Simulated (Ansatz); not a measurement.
```yaml
atoms:
  - { symbol: B, position_ang: [-0.1327, 0.0312, -0.2052] }
  - { symbol: N, position_ang: [1.1645, 0.0172, -0.7416] }
  - { symbol: S, position_ang: [-1.6137, 0.2035, -1.2773] }
  - { symbol: H, position_ang: [-0.9808, 0.2732, -2.4699] }
  - { symbol: C, position_ang: [-0.3896, -0.1070, 1.3460] }
  - { symbol: H, position_ang: [1.9827, -0.0767, -0.1514] }
  - { symbol: H, position_ang: [1.3836, 0.0961, -1.7267] }
  - { symbol: H, position_ang: [-0.9612, -1.0251, 1.5664] }
  - { symbol: H, position_ang: [-0.9961, 0.7314, 1.7281] }
  - { symbol: H, position_ang: [0.5434, -0.1439, 1.9316] }
```

Computed with RKS r2SCAN-D4/def2-SVP (Ansatz 0.2.0).

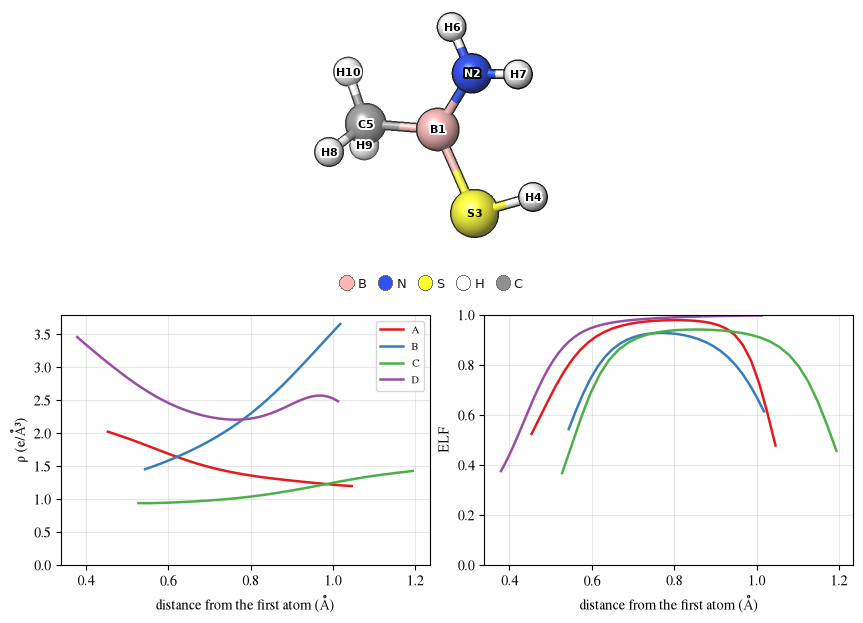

CH$_{6}$BNS. Total electron density and electron localisation function along straight lines between neighbouring atoms. The curves leave out the atomic cores. The structure is drawn too.

Question: Which curve belongs to which contact (B–N, B–S, C–B and N–H)? The first atom named is at distance zero.

Answer: Curve A: C–B (1.58 Å): ρ is about 1.4 e/Å³ halfway; the ELF peaks at about 1 between the atoms; a shared electron pair. Curve B: B–N (1.40 Å): the density is about 1.9 e/Å³ at the midpoint; the ELF peaks at about 0.95 between the atoms (a shared but strongly polarised pair). Curve C: B–S (1.84 Å): the density is about 1.2 e/Å³ at the midpoint, with its minimum of 0.94 e/Å³ about 0.6 Å from B; the ELF peaks at about 0.95 between the atoms; localised, covalent bonding. Curve D: N–H (1.01 Å): ρ is about 2.8 e/Å³ halfway; the ELF climbs to about 1 towards the hydrogen, as it does in any bond to H (an ordinary covalent bond to hydrogen).
